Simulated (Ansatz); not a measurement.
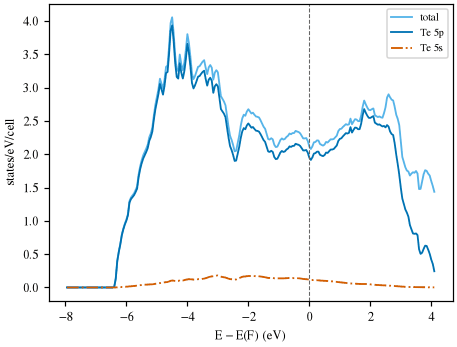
Figure: Total and projected density of states of Te in space group Pbam (No. 55; Te on 4h), r²SCAN+D4 (plane waves, PAW; program Ansatz)

Task: Which orbitals carry the states next to the Fermi level?

Result: Within 0.5 eV of the Fermi level: Te 5p 92 %, Te 5s 5 %. Projections are on Löwdin-orthogonalised atomic valence shells; empty p or d shells of many metals are not among them.

Task: Where is the tallest occupied peak in this window, and what makes it?

Result: Near -4.5 eV, about 4.1 states/eV per cell; the largest projected share is Te 5p.

The first step of the workflow began from a Materials Project structure, measured or hypothetical; the Crystallography Open Database copy checked does not list it. It is not the phase usual at ambient conditions (space group No. 152). The cell was relaxed with r²SCAN+D4 under the symmetry of its start; whether a distortion lowers the energy is not shown. Spin–orbit coupling is left out wherever it is not named.

Potentials: the later of the program's two PAW sets.
